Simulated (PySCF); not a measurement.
C4H3F2N, SMILES `N#C[C@@]1(F)C[CH]1F`.

Method: PBE0/def2-SVP; geometry: GFN2-xTB; program: PySCF. No frequency check shows the geometry to be a minimum. Without diffuse functions Rydberg states are missing, so the states' numbers hold for this basis only.

Input

```python
import numpy as np
from pyscf import gto, scf, dft, tdscf
from pyscf.scf import atom_ks, atom_hf
from scipy.linalg import block_diag

def solve(mol, dm0=None, hcore=None):
    mf = (dft.UKS if mol.spin else dft.RKS)(mol, xc='pbe0')
    mf.grids.level = 3
    mf = mf.density_fit(auxbasis='def2-universal-jkfit')
    mf.conv_tol, mf.max_cycle = 1e-8, 80
    if hcore is not None:
        mf.get_hcore = lambda *args: hcore
    mf.kernel(dm0)
    if not mf.converged:
        mf = mf.newton().run(mf.mo_coeff, mf.mo_occ, max_cycle=30)
    assert mf.converged, 'SCF not converged'
    return mf

mol = gto.M(atom='''
N     -2.20751     1.09500    -0.11713
C     -1.31026     0.38989    -0.06148
C     -0.18283    -0.48583    -0.00580
F     -0.45860    -1.70470     0.54855
C      0.85279    -0.45947    -1.10771
C      1.20910     0.04613     0.25052
F      1.37063     1.37699     0.42681
H      1.26182    -1.40689    -1.42254
H      0.70777     0.26582    -1.89435
H      1.86194    -0.51875     0.90537
''', basis='def2-svp', charge=0, spin=0, verbose=4)
mf = solve(mol)
td = mf.TDDFT()
td.nstates, td.singlet, td.conv_tol = 5, True, 1e-5
td.kernel()
td.analyze()
x, y = np.array([p[0] for p in td.xy]), np.array([p[1] + 0 * p[0] for p in td.xy])
f, mu = td.oscillator_strength(), td.transition_dipole()
nto = [td.get_nto(state=i + 1, verbose=4) for i in range(len(td.e))]
# spherically averaged free atoms, for the promolecule
atm = atom_ks.get_atm_nrks(mol, xc='pbe0')
pro = block_diag(*[(atm[a[0]][2] * atm[a[0]][3]) @ atm[a[0]][2].T for a in mol._atom])
np.savez('result.npz', e=td.e, f=f, ok=td.converged, w=[n[0] for n in nto], nto=[n[1] for n in nto], x=x, y=y, c=mf.mo_coeff, occ=mf.mo_occ, eps=mf.mo_energy, pro=pro, mu=mu)
```

Command:

```sh
OMP_NUM_THREADS=1 python input.py
```

The run took 8.6 min on 1 thread of AMD EPYC (Zen 3), with other jobs on the host, peak memory 0.69 GiB.

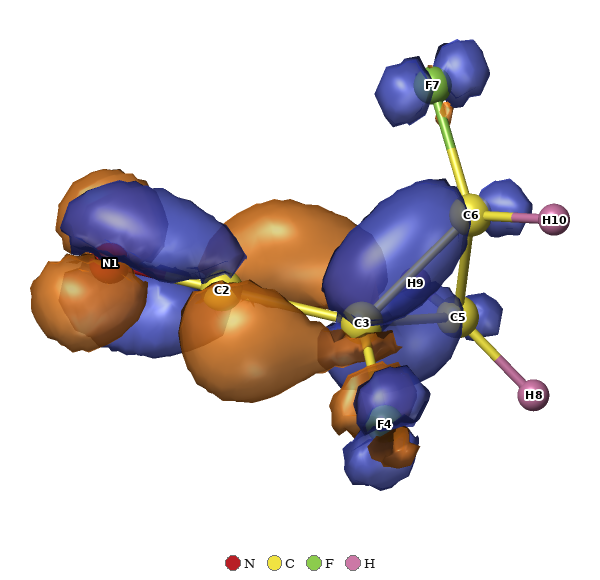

Unrelaxed difference density of S₁ less the ground state (full linear response singlet states), ±0.05 e/Å³; orange: gain, blue: loss.

Question: How does the charge move on excitation?

Answer: 0.69 e is displaced in all, of which about 0.2 e passes between atoms: C6 (0.07 e) and C5 (0.05 e) lose electrons and C2 (0.13 e) and N1 (0.04 e) gain them. The state: 6.49 eV (191 nm), f = 0.002; the leading pair carries 99 %; hole on N1 (27 %), C3 (18 %) and C2 (13 %), electron on N1 (31 %), C2 (26 %) and C3 (15 %); their centroids lie 0.5 Å apart.
